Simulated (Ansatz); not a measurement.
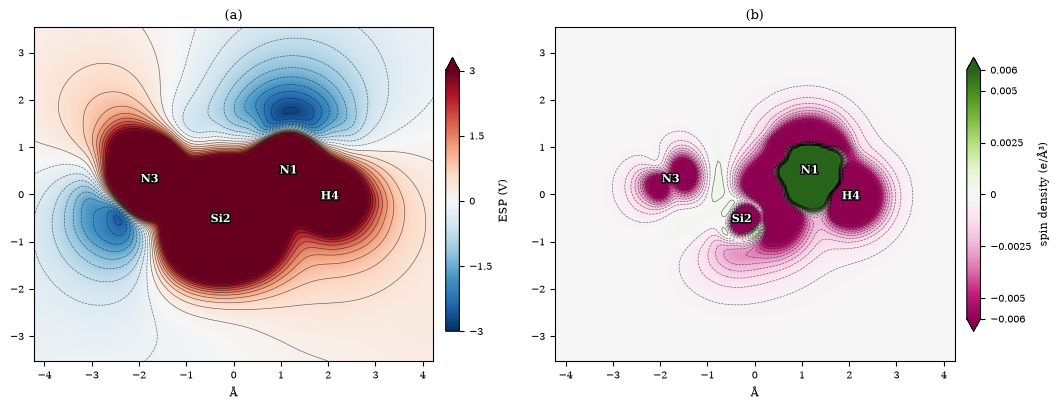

H5N2Si (doublet). (a) electrostatic potential; (b) spin density on the plane of atoms N1, Si2 and N3.

Computed with UKS PBE0/6-31G* in Ansatz.

| atom | x (Å) | y (Å) | z (Å) |
| --- | --- | --- | --- |
| N | -1.5475 | 0.5280 | 0.4295 |
| Si | 0.0982 | 0.3882 | -0.1935 |
| N | 0.8619 | -1.1288 | 0.0731 |
| H | -1.9589 | 1.4512 | 0.2477 |
| H | 0.0509 | 0.6034 | -1.6702 |
| H | 0.9324 | 1.4281 | 0.4791 |
| H | 1.1217 | -1.3890 | 1.0153 |
| H | 0.5335 | -1.9383 | -0.4367 |

Describe what can be read from this map.

- The section cuts through N, Si and H sites.
- The unpaired spin (1 electron) lies mostly on N1 (about 0.8) and Si2 (about 0.1), in electrons by Hirshfeld's partition.
- Outside the dense part of the molecule the potential is most negative (−2.7 V) near N1.
